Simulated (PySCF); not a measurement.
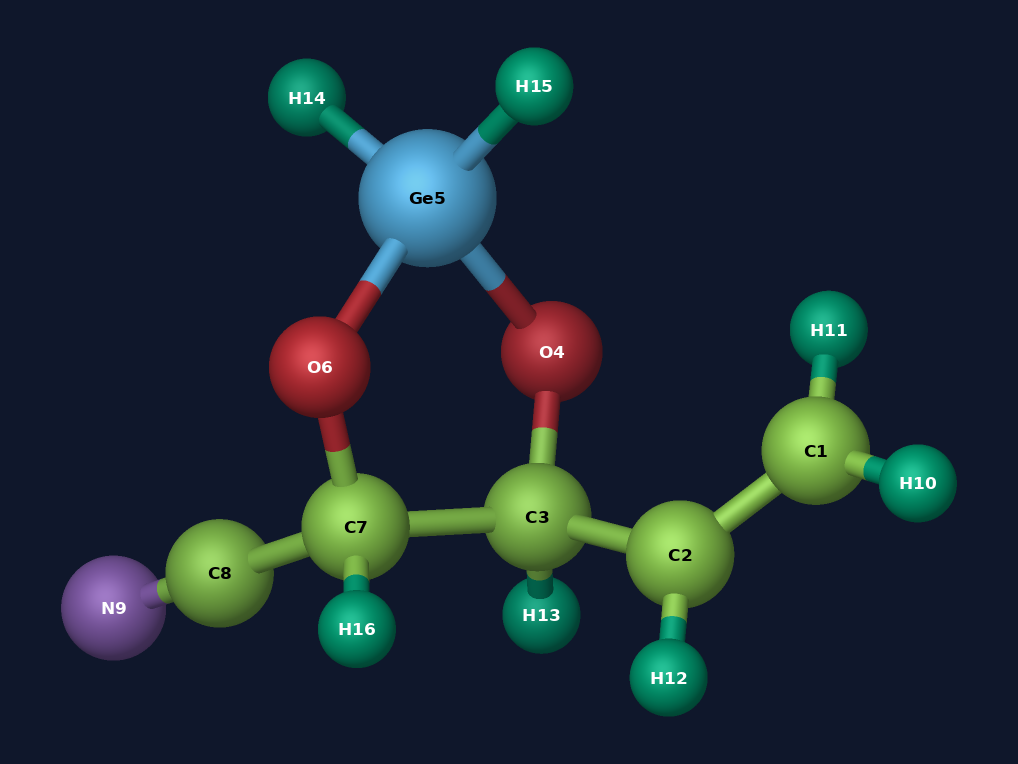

The computed structure is the end point of a PBE0-D3(BJ)/def2-SVP optimisation. No frequency run is at hand to confirm it as a minimum. Level of theory: delta-SCF UKS SCAN, pcX-2 on the ionised atom, pcseg-1 elsewhere, spin-free X2C (PySCF 2.14.0).

Give the core-electron binding energies (to vacuum) of C1 1s, C2 1s, C3 1s, O4 1s, O6 1s, C7 1s, C8 1s, N9 1s.

| atom | level | binding energy (eV) |
| --- | --- | --- |
| C1 | 1s | 290.6 |
| C2 | 1s | 290.9 |
| C3 | 1s | 292.8 |
| O4 | 1s | 538.2 |
| O6 | 1s | 538.3 |
| C7 | 1s | 293.6 |
| C8 | 1s | 292.2 |
| N9 | 1s | 405.1 |
